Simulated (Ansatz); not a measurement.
**One shape, several levels: SiH3Cl (SiClH3)**

Wanted: a comparison of 5 runs (HF/STO-3G, BLYP/STO-3G, revPBE/STO-3G, CCSDT/STO-3G, CCSDTQ/STO-3G) of SiH3Cl (SiClH3). 

The results are computed with Ansatz 0.2.0.

41 further runs of the same task are left out: 4 that didn't finish, 37 set aside as unsound or not needed.

### Step 1. The system as given

SiH3Cl has 5 atoms, charge 0, and is taken as a singlet. As SMILES, `[H][Si]([H])([H])Cl`. The Cl2–Si1 distance was set to 4.020 Å, away from the relaxed value. At this shape a bond of the SMILES string is far longer than usual.

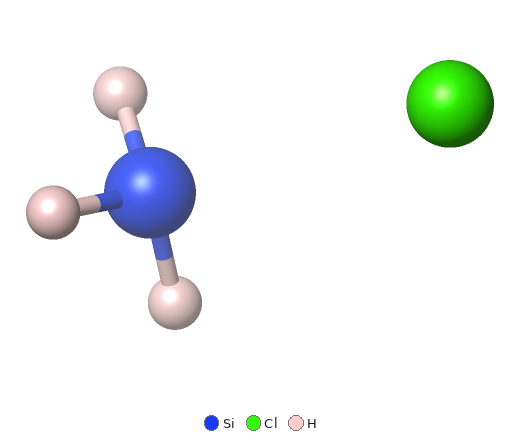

The structure, seen from a chosen angle (silicon blue, chlorine green, hydrogen pink).

### Step 2. A single-point energy at HF/STO-3G (run 1)

molecule.yaml reads:

```yaml
basis:
  gaussian:
    orbitals: STO-3G
crystal:
  periodic: [false, false, false]
  atoms:
    - {symbol: Si, position_ang: [-0.010110, 0.024720, -2.139458]}
    - {symbol: Cl, position_ang: [0.010690, -0.020840, 1.880630]}
    - {symbol: H, position_ang: [1.371930, 0.033990, -2.604958]}
    - {symbol: H, position_ang: [-0.711150, 1.226480, -2.576528]}
    - {symbol: H, position_ang: [-0.702950, -1.173240, -2.599888]}
hamiltonian:
  xc: hf
accuracy: high
```

The run is started by

```sh
$ ansatz run molecule.yaml --threads 1 --pin off --max-ram 2610MiB --events-out events.jsonl --progress --plain --runs-dir runs
```

Standard output:

```text
Warning: RAYON_NUM_THREADS=1 ignored (pool sized by the plan → 1); use --threads N
Functional definition: HF
  name "HF"
  exchange = exact_x
  correlation = 0
331 factors; integrals over basis functions are off by at most 5.3e-9 eV
mean field evaluation 1: about -20181.4492 eV, gradient 1.2e1 eV
mean field evaluation 2: about -20181.4423 eV, gradient 1.2e1 eV
mean field evaluation 4: about -20182.8373 eV, gradient 3.5e0 eV
mean field evaluation 8: about -20183.0656 eV, gradient 1.2e-2 eV
mean field evaluation 16: about -20182.7601 eV, gradient 2.9e0 eV
mean field evaluation 32: about -20182.7409 eV, gradient 5.5e0 eV
mean field -20183.06559079 eV, -741.7139798882 hartree, gradient 3.4e-8 eV, S^2 0.000000; 1 other end points of the search recorded, 0 dependent functions left out
reference -20183.06559079 eV, -741.7139798882 hartree; 17, 17 occupied and 4, 4 virtual orbitals, 331 factors
Total energy: -20183.06559079 eV, -741.7139798882 hartree
```

It took 0.12 s on 1 thread of AMD EPYC 9R14 (Zen 4), shared host.

### Step 3. A single-point energy at BLYP/STO-3G (run 2)

run.yaml reads:

```yaml
crystal:
  periodic: [false, false, false]
  atoms:
    - {symbol: Si, position_ang: [-0.010110, 0.024720, -2.139458]}
    - {symbol: Cl, position_ang: [0.010690, -0.020840, 1.880630]}
    - {symbol: H, position_ang: [1.371930, 0.033990, -2.604958]}
    - {symbol: H, position_ang: [-0.711150, 1.226480, -2.576528]}
    - {symbol: H, position_ang: [-0.702950, -1.173240, -2.599888]}
basis:
  gaussian:
    orbitals: STO-3G
hamiltonian:
  xc: {name: BLYP}
accuracy: high
```

The run is started by

```sh
$ ansatz run run.yaml --threads 1 --pin off --max-ram 2610MiB --events-out events.jsonl --progress --plain --runs-dir runs
```

Standard output:

```text
Warning: RAYON_NUM_THREADS=1 ignored (pool sized by the plan → 1); use --threads N
Functional definition: BLYP
  name "BLYP"
  parameter beta = 0.0042
  parameter a = 0.04918
  parameter b = 0.132
  parameter c = 0.2533
  parameter d = 0.349
  exchange = b88_x(beta = beta)
  correlation = lyp_c(a = a, b = b, c = c, d = d)
331 factors; integrals over basis functions are off by at most 5.3e-9 eV
mean field evaluation 1: about -20209.2758 eV, gradient 2.2e1 eV
mean field evaluation 2: about -19930.6160 eV, gradient 3.8e1 eV
mean field evaluation 4: about -20211.0088 eV, gradient 6.4e0 eV
mean field evaluation 8: about -20211.0088 eV, gradient 6.4e0 eV
mean field evaluation 16: about -20214.9515 eV, gradient 3.1e-9 eV
mean field -20214.95154461 eV, -742.8857670782 hartree, gradient 6.9e-9 eV, S^2 0.000000; 2 other end points of the search recorded, 0 dependent functions left out
reference -20214.95158704 eV, -742.8857686374 hartree; 17, 17 occupied and 4, 4 virtual orbitals, 331 factors
Total energy: -20214.95158704 eV, -742.8857686374 hartree
```

Wall time 0.77 s (1 thread of AMD EPYC 9R14 (Zen 4), shared host).

### Step 4. A single-point energy at revPBE/STO-3G (run 3)

in.yaml reads:

```yaml
crystal:
  periodic: [false, false, false]
  atoms:
    - {symbol: Si, position_ang: [-0.010110, 0.024720, -2.139458]}
    - {symbol: Cl, position_ang: [0.010690, -0.020840, 1.880630]}
    - {symbol: H, position_ang: [1.371930, 0.033990, -2.604958]}
    - {symbol: H, position_ang: [-0.711150, 1.226480, -2.576528]}
    - {symbol: H, position_ang: [-0.702950, -1.173240, -2.599888]}
basis:
  gaussian:
    orbitals: STO-3G
hamiltonian:
  xc: {name: revPBE}
accuracy: high
```

The run is started by

```sh
$ ansatz run in.yaml --threads 1 --pin off --max-ram 2610MiB --events-out events.jsonl --progress --plain --runs-dir runs
```

Standard output:

```text
Warning: RAYON_NUM_THREADS=1 ignored (pool sized by the plan → 1); use --threads N
Functional definition: revPBE
  name "revPBE"
  parameter kappa = 1.245
  parameter beta = 0.06672455060314922
  exchange = pbe_x(kappa = kappa, mu = beta*pi^2/3)
  correlation = pbe_c(beta = beta)
331 factors; integrals over basis functions are off by at most 5.3e-9 eV
mean field evaluation 1: about -20208.1024 eV, gradient 2.2e1 eV
mean field evaluation 2: about -19929.1073 eV, gradient 3.9e1 eV
mean field evaluation 4: about -20210.2020 eV, gradient 8.2e0 eV
mean field evaluation 8: about -20210.2020 eV, gradient 8.2e0 eV
mean field evaluation 16: about -20213.5082 eV, gradient 3.9e-7 eV
mean field -20213.50820714 eV, -742.8327254044 hartree, gradient 7.2e-9 eV, S^2 0.000000; 2 other end points of the search recorded, 0 dependent functions left out
reference -20213.50820966 eV, -742.8327254971 hartree; 17, 17 occupied and 4, 4 virtual orbitals, 331 factors
Total energy: -20213.50820966 eV, -742.8327254971 hartree
```

It took 0.79 s on 1 thread of AMD EPYC 9R14 (Zen 4), shared host.

Run 4 isn't shown in full; the table further down has it.

### Step 5. The energy at CCSDTQ/STO-3G (run 5)

input.yaml reads:

```yaml
crystal:
  periodic: [false, false, false]
  atoms:
    - {symbol: Si, position_ang: [-0.010110, 0.024720, -2.139458]}
    - {symbol: Cl, position_ang: [0.010690, -0.020840, 1.880630]}
    - {symbol: H, position_ang: [1.371930, 0.033990, -2.604958]}
    - {symbol: H, position_ang: [-0.711150, 1.226480, -2.576528]}
    - {symbol: H, position_ang: [-0.702950, -1.173240, -2.599888]}
basis:
  gaussian:
    orbitals: STO-3G
correlation:
  method: ccsdtq
  frozen_orbitals: {Cl: 5, H: 0, Si: 5}
accuracy: high
scf:
  omitted_lower_state_checks: [cluster_reference, increment]
```

The run is started by

```sh
$ ansatz run input.yaml --threads 1 --pin off --max-ram 2610MiB --events-out events.jsonl --progress --plain --runs-dir runs
```

Standard output:

```text
Warning: RAYON_NUM_THREADS=1 ignored (pool sized by the plan → 1); use --threads N
[... 12 lines left out ...]
10 core orbitals not correlated: weight in the atoms' cores, before any rotation towards them, 1.000 or more for the frozen orbitals, at most 0.000 for the correlated occupied ones
[... 87 lines left out ...]
WARN: these amplitudes may be one of several solutions (largest doubles amplitude 1.15, level shift 5.08 eV)
Total energy: -20187.34306874 eV, -741.8711743035 hartree
Checks for a lower state left out: cluster_reference, increment
```

Wall time 4.8 s (1 thread of AMD EPYC 9R14 (Zen 4), shared host); peak memory 0.12 GiB.

### Step 6. Overview of the runs

```
run          level  frozen core orbitals  energy (Eh)  wall time
  1      HF/STO-3G                     –  -741.713980     0.12 s
  2    BLYP/STO-3G                     –  -742.885769     0.77 s
  3  revPBE/STO-3G                     –  -742.832725     0.79 s
  4   CCSDT/STO-3G                    10  -741.871239     0.24 s
  5  CCSDTQ/STO-3G                    10  -741.871174      4.8 s
```

### Step 7. What came out

| quantity | value |
| --- | --- |
| run 5: total energy | -741.87117 Eh |
| run 5: correlation energy (10 core orbitals frozen) | -157.2 mEh |
| run 5: T1 diagnostic | 0.160 |

**Reading.** Below the HF energy at the same shape and in the same basis (STO-3G): CCSDT -157.3 mEh; CCSDTQ -157.2 mEh. Totals of different functionals can't be ranked against each other. In runs 4, 5 the log says that unrestricted orbitals would lower the reference, so the values rest on an unstable closed-shell determinant (other closed-shell runs at this shape may share the fault). In runs 1, 2, 3, 4, 5 the basis is minimal, so the values are rough. In runs 1, 2, 3 a closed-shell determinant meets a far-stretched bond, which it describes badly. All runs together took 6.7 s, the longest 4.8 s.
